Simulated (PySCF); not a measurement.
# C2H5NSi (SMILES C[SiH2]C#N): levels of theory compared

Wanted: a comparison of 5 runs (HF/6-31G*, B3LYP/6-31G*, TPSSh/6-31G*, PBE0/def2-SVP, PBE/def2-TZVP) of C2H5NSi. Input form: a Python script.

The results are computed with PySCF 2.14.0.

### 1 Starting point

The species is C2H5NSi (9 atoms), meant as a singlet with charge 0. SMILES: `C[SiH2]C#N`. The shape is that of a PBE0-D4/def2-TZVP optimisation.

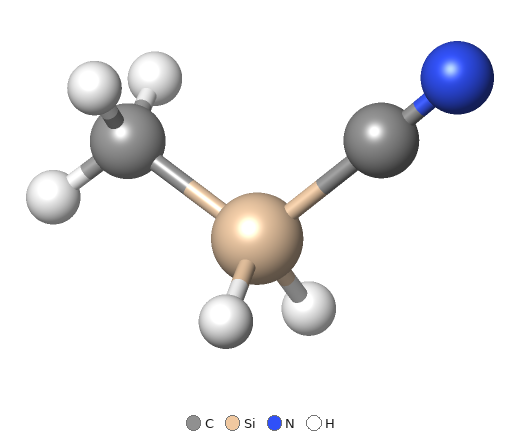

The structure, seen from a chosen angle (carbon grey, silicon light orange, nitrogen blue, hydrogen white).

### 2 Energy and forces at HF/6-31G(d) (spherical functions) (run 1)

run.py

```python
# C[SiH2]C#N
from pyscf import gto

mol = gto.Mole()
mol.atom = [
    ('C', (-0.672000, 0.931100, -0.497500)),
    ('Si', (-0.146800, -0.554600, 0.488300)),
    ('C', (1.638300, -0.910100, 0.129800)),
    ('N', (2.747300, -1.112400, -0.107600)),
    ('H', (-0.554100, 0.746100, -1.566800)),
    ('H', (-0.072800, 1.803400, -0.229800)),
    ('H', (-1.721900, 1.160400, -0.300900)),
    ('H', (-0.893300, -1.779400, 0.117000)),
    ('H', (-0.236400, -0.330800, 1.950300)),
]
mol.max_memory = 1860
mol.verbose = 4
mol.basis = '6-31g*'
mol.build()

hf = mol.RHF()
hf.conv_tol = 1e-10
hf.kernel()
if not hf.converged:
    hf = hf.newton().run(hf.mo_coeff, hf.mo_occ)

e_final = hf.e_tot
print(f'total energy: {e_final:.8f} hartree')
grad = hf.nuc_grad_method().kernel()
dip = hf.dip_moment()
pop, q = hf.mulliken_pop()
```

Run with:

```console
$ OMP_NUM_THREADS=1 python run.py
```

The log of the run:

```text
PySCF version 2.14.0

[... 67 lines left out ...]
converged SCF energy = -422.021759070549
total energy: -422.02175907 hartree
[... 11 lines left out ...]
Dipole moment(X, Y, Z, Debye): -3.77215,  1.37099,  0.26742
[... 41 lines left out ...]
pop of  2 C 3pz           0.35887
pop of  2 C 3dxy          0.01268
pop of  2 C 3dyz          0.00095
pop of  2 C 3dz^2         0.00438
pop of  2 C 3dxz          0.01245
pop of  2 C 3dx2-y2       0.01014
pop of  3 N 1s            1.99848
pop of  3 N 2s            0.83933
pop of  3 N 3s            0.93271
pop of  3 N 2px           0.93902
pop of  3 N 2py           0.61978
pop of  3 N 2pz           0.62375
pop of  3 N 3px           0.42175
pop of  3 N 3py           0.43759
pop of  3 N 3pz           0.43902
pop of  3 N 3dxy          0.01575
pop of  3 N 3dyz          0.00124
pop of  3 N 3dz^2         0.00456
pop of  3 N 3dxz          0.01566
pop of  3 N 3dx2-y2       0.01049
pop of  4 H 1s            0.51129
pop of  4 H 2s            0.28086
pop of  5 H 1s            0.51127
pop of  5 H 2s            0.28087
pop of  6 H 1s            0.51200
pop of  6 H 2s            0.28930
pop of  7 H 1s            0.50196
pop of  7 H 2s            0.62588
pop of  8 H 1s            0.50194
pop of  8 H 2s            0.62593
 ** Mulliken atomic charges  **
charge of    0C =     -0.80946
charge of    1Si =      0.80832
charge of    2C =     -0.05845
charge of    3N =     -0.29912
charge of    4H =      0.20786
charge of    5H =      0.20786
charge of    6H =      0.19870
charge of    7H =     -0.12784
charge of    8H =     -0.12787
```

It took 6.9 s on 1 thread of Intel Xeon at 2.70GHz, shared host; peak memory 0.14 GiB.

### 3 Energy and forces at B3LYP/6-31G(d) (spherical functions) (run 2)

run.py

```python
import pyscf.grad
from pyscf import gto, dft

mol = gto.M(
    atom='''
C   -0.672000   0.931100  -0.497500
Si  -0.146800  -0.554600   0.488300
C    1.638300  -0.910100   0.129800
N    2.747300  -1.112400  -0.107600
H   -0.554100   0.746100  -1.566800
H   -0.072800   1.803400  -0.229800
H   -1.721900   1.160400  -0.300900
H   -0.893300  -1.779400   0.117000
H   -0.236400  -0.330800   1.950300
''',
    verbose=4,
    max_memory=1860,
    basis='6-31g*',
)

mf = dft.RKS(mol)
mf.xc = 'b3lyp'
mf.grids.level = 5
mf.conv_tol = 1e-10
mf.kernel()
if not mf.converged:
    mf = mf.newton().run(mf.mo_coeff, mf.mo_occ)

etot = mf.e_tot
print('E = %.10f Eh' % etot)
grad = mf.Gradients().kernel()
mf.analyze()
```

Run with:

```console
$ OMP_NUM_THREADS=1 python run.py
```

The log of the run:

```text
PySCF version 2.14.0

[... 97 lines left out ...]
DFT Exchange-Correlation Energy =      -40.542127734114040
[... 8 lines left out ...]
MO #7   energy= -3.66878325513452  occ= 2
[... 6 lines left out ...]
MO #14  energy= -0.418821198374094 occ= 2
[... 6 lines left out ...]
MO #21  energy= 0.00131092122659693 occ= 0
[... 6 lines left out ...]
MO #28  energy= 0.148088936107963  occ= 0
[... 6 lines left out ...]
MO #35  energy= 0.51763823185468   occ= 0
[... 6 lines left out ...]
MO #42  energy= 0.714874628945182  occ= 0
[... 6 lines left out ...]
MO #49  energy= 0.923607953579424  occ= 0
[... 6 lines left out ...]
MO #56  energy= 1.52642635459763   occ= 0
[... 6 lines left out ...]
MO #63  energy= 1.97215153286698   occ= 0
[... 6 lines left out ...]
MO #70  energy= 3.01056529515516   occ= 0
[... 43 lines left out ...]
pop of  2 C 3dxy          0.00146
pop of  2 C 3dyz          0.00010
pop of  2 C 3dz^2         0.00075
pop of  2 C 3dxz          0.00144
pop of  2 C 3dx2-y2       0.00186
pop of  3 N 1s            1.99991
pop of  3 N 2s            1.56446
pop of  3 N 3s            0.01454
pop of  3 N 2px           1.45614
pop of  3 N 2py           1.04960
pop of  3 N 2pz           1.05533
pop of  3 N 3px           0.00324
pop of  3 N 3py           0.00038
pop of  3 N 3pz           0.00042
pop of  3 N 3dxy          0.00289
pop of  3 N 3dyz          0.00021
pop of  3 N 3dz^2         0.00197
pop of  3 N 3dxz          0.00307
pop of  3 N 3dx2-y2       0.00564
pop of  4 H 1s            0.86531
pop of  4 H 2s            0.00741
pop of  5 H 1s            0.86531
pop of  5 H 2s            0.00741
pop of  6 H 1s            0.86836
pop of  6 H 2s            0.00705
pop of  7 H 1s            1.08141
pop of  7 H 2s            0.00301
pop of  8 H 1s            1.08141
pop of  8 H 2s            0.00301
 ** Mulliken atomic charges  **
charge of    0C =     -0.54758
charge of    1Si =      0.65306
charge of    2C =     -0.15799
charge of    3N =     -0.15779
charge of    4H =      0.12727
charge of    5H =      0.12728
charge of    6H =      0.12459
charge of    7H =     -0.08442
charge of    8H =     -0.08442
Dipole moment(X, Y, Z, Debye): -3.56822,  1.41154,  0.16243
```

Wall time 27 s (1 thread of Intel Xeon at 2.70GHz, shared host); peak memory 0.72 GiB.

Runs 3 to 4 aren't shown in full; the table further down has their settings and results.

### 4 Energy and forces at PBE/def2-TZVP (run 5)

run.py

```python
from pyscf import gto, dft

molecule = gto.M(
    atom='''
C     -1.269896     1.759524    -0.940139
Si    -0.277412    -1.048042     0.922753
C      3.095938    -1.719840     0.245286
N      5.191645    -2.102131    -0.203335
H     -1.047097     1.409925    -2.960823
H     -0.137572     3.407932    -0.434259
H     -3.253919     2.192838    -0.568619
H     -1.688092    -3.362579     0.221098
H     -0.446731    -0.625121     3.685533
''',
    charge=0,
    verbose=3,
    spin=0,
    max_memory=1860,
    unit='bohr',
    basis='def2-tzvp',
)

mf = dft.RKS(molecule)
mf.xc = 'pbe'
mf.conv_tol = 1e-10
mf.grids.level = 5
mf.kernel()
if not mf.converged:
    mf = mf.newton().run(mf.mo_coeff, mf.mo_occ)

energy = mf.e_tot
print('E = %.10f Eh' % energy)
grad = mf.nuc_grad_method().kernel()
mf.analyze()
```

Run with:

```console
$ OMP_NUM_THREADS=1 python run.py
```

The log of the run:

```text
converged SCF energy = -423.197418388886
[... 15 lines left out ...]
MO #6   energy= -3.48917200174269  occ= 2
[... 13 lines left out ...]
MO #20  energy= -0.0538260358757894 occ= 0
[... 13 lines left out ...]
MO #34  energy= 0.191072220463279  occ= 0
[... 13 lines left out ...]
MO #48  energy= 0.454878459014378  occ= 0
[... 13 lines left out ...]
MO #62  energy= 0.883198613522097  occ= 0
[... 13 lines left out ...]
MO #76  energy= 1.24385853806305   occ= 0
[... 13 lines left out ...]
MO #90  energy= 1.68916787612412   occ= 0
[... 13 lines left out ...]
MO #104 energy= 2.25114609234034   occ= 0
[... 13 lines left out ...]
MO #118 energy= 2.77212487054743   occ= 0
[... 13 lines left out ...]
MO #132 energy= 3.34102009833746   occ= 0
[... 13 lines left out ...]
MO #146 energy= 4.50623636488559   occ= 0
[... 13 lines left out ...]
MO #160 energy= 31.6784730360545   occ= 0
[... 10 lines left out ...]
Dipole moment(X, Y, Z, Debye): -3.64718,  1.45380,  0.15737
```

Run time: 99 s. Hardware: 1 thread of Intel Xeon at 2.70GHz, shared host; peak memory 2 GiB.

### 5 All runs side by side

```tsv
run	level	integration grid	energy (Eh)	dipole moment (D)	HOMO energy (eV)	LUMO energy (eV)	wall time
1	HF/6-31G* (spherical functions)	–	-422.021759	4.02	-12.48	3.35	6.9 s
2	B3LYP/6-31G* (spherical functions)	5	-423.461360	3.84	-9.02	-0.29	27 s
3	TPSSh/6-31G* (spherical functions)	5	-423.469322	3.82	-8.58	-0.53	42 s
4	PBE0/def2-SVP	5	-422.982207	3.81	-9.48	-0.23	34 s
5	PBE/def2-TZVP	5	-423.197418	3.93	-8.21	-1.46	99 s
```

### 6 Summary of results

| quantity | value |
| --- | --- |
| run 5: total energy | -423.19742 Eh |
| run 5: dipole moment | 3.93 D |
| run 5: HOMO energy | -8.21 eV |
| run 5: LUMO energy | -1.46 eV |
| run 5: HOMO–LUMO gap | 6.75 eV |
| run 5: largest force on an atom | 1.574 eV/Å |

In words: The dipole moment (its size) runs from 3.81 D (PBE0/def2-SVP) to 4.02 D (HF/6-31G*). The two ends differ in method and basis. The HOMO–LUMO gap runs from 6.75 eV (PBE/def2-TZVP) to 15.83 eV (HF/6-31G*). Totals of different functionals can't be ranked against each other. All runs together took 3.5 min, the longest 99 s.
